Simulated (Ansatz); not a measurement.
Fields on a plane of SiO2 (alpha-cristobalite type, space group P4_12_12)

```yaml
crystal:
  lattice:
    - [5.02890, 0.00000, 0.00000]
    - [0.00000, 5.02890, 0.00000]
    - [0.00000, 0.00000, 7.01076]
  atoms:
    - { symbol: Si, position: [0.29800, 0.29800, 0.00000] }
    - { symbol: Si, position: [0.79800, 0.20200, 0.75000] }
    - { symbol: Si, position: [0.20200, 0.79800, 0.25000] }
    - { symbol: Si, position: [0.70200, 0.70200, 0.50000] }
    - { symbol: O, position: [0.23961, 0.10178, 0.17827] }
    - { symbol: O, position: [0.73961, 0.39822, 0.57173] }
    - { symbol: O, position: [0.26039, 0.60178, 0.07173] }
    - { symbol: O, position: [0.76039, 0.89822, 0.67827] }
    - { symbol: O, position: [0.89822, 0.76039, 0.32173] }
    - { symbol: O, position: [0.39822, 0.73961, 0.42827] }
    - { symbol: O, position: [0.60178, 0.26039, 0.92827] }
    - { symbol: O, position: [0.10178, 0.23961, 0.82173] }
```

The slice is a (010) plane (indices of the conventional cell) through the point (0.898, 0.760, 0.322) (fractional), spanned by u = [100] and v = [001] in vectors of this cell: u (5.03 Å) and v (7.01 Å, at 90° to u). It covers one period; positions are fractions (u, v).

Atoms on it: Si at (0.30, 0.93), 0.2 Å off the plane; O at (0.00, 0.00); O at (0.50, 0.11), 0.1 Å off the plane. Other atoms lie within 1 Å of the plane.

Level of theory: PBEsol (plane waves to 420 eV, PAW, scalar-relativistic; Ansatz, a first-principles code). k mesh 5×5×4. Near the nuclei the fields are pseudised (PAW); where an atom keeps semicore shells as valence, they peak there. SiO2 was relaxed with its symmetry unable to fall. The PAW data are Ansatz's earlier set.

```
|*+:   ..             .=|
|:.    ......          .|
|     .........         |
|    ...  .....         |
|   ....    ..          |
|   ...                 |
|   .                   |
|                       |
|                       |
|                       |
|                       |
|                       |
|                       |
|                       |
|                       |
|                       |
|                       |
|                       |
|                       |
|                       |
|                       |
|                       |
|               ..      |
|..             ...     |
|...             ...  ..|
|..               ......|
|          .--:   ..... |
|         .-*#+.   ..   |
|         .=%@*:   .    |
|=-.       -*#=.       :|
|@%-        ::.       :*|
|@@=                  -#|
```
Scale: ten equal steps from 0.001 (start of ' ') to 0.149 (end of '@'), in the order ' .:-=+*#%@'. Values: density of the lowest conduction band (whole band as if filled, smooth part) in e/Å³. The map has 23 points along u (one character each, u = 0 at the left) and 32 along v (v = 0 in the bottom row). 

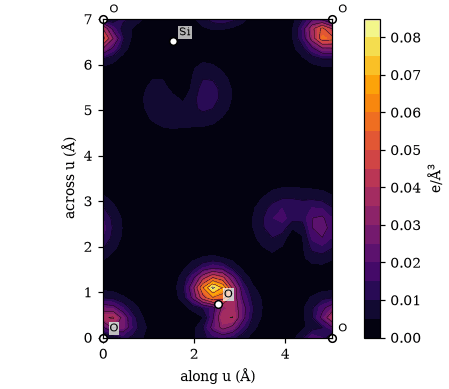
Figure: Density of the highest valence band (whole band, smooth part) in e/Å³, one period of the plane, atoms marked. 

Element round which the density of the highest valence band (whole band, smooth part) is largest on this plane: O. Element round which the density of the lowest conduction band (whole band as if filled, smooth part) is largest on this plane: O.
